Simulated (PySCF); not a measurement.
```xyz
20

C    -2.5792    0.6763    0.0480
C    -2.3868   -0.8076   -0.2730
C    -1.1502   -0.7371    0.6346
Si    0.4797   -0.6180   -0.3303
O     1.0067    0.9380   -0.3706
C     2.3870    0.9938   -0.1584
C     2.8028   -0.2863    0.5967
O     1.7901   -1.2366    0.4392
N    -1.6718    0.5289    1.1842
H    -3.5802    0.9990    0.3423
H    -2.2047    1.3263   -0.7511
H    -2.2172   -1.0636   -1.3150
H    -3.1771   -1.4329    0.1342
H    -1.1064   -1.5133    1.4041
H     0.4197   -1.1867   -1.6774
H     2.6180    1.8963    0.4111
H     2.8924    1.0417   -1.1278
H     3.7361   -0.6914    0.1984
H     2.9267   -0.0880    1.6658
H    -0.9908    1.2717    1.3031
```

Geometry: GFN2-xTB.

All numbers below come from PBE0/pcSseg-1, SCF density, gas phase, non-relativistic in PySCF 2.14.0.

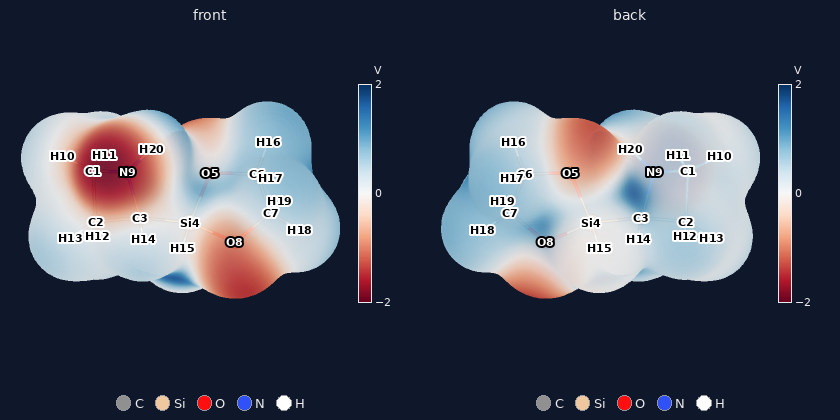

C5H11NO2Si. The electrostatic potential painted on the density surface at 0.002 e/bohr³, seen from the front and from behind; the colour scale runs from red (negative) to blue (positive).

Where is the surface potential most negative and most positive?

The most negative region (about −1.8 V) lies over N9, the most positive (about +1.4 V) over Si4. N9 is the likeliest acceptor of a hydrogen bond.
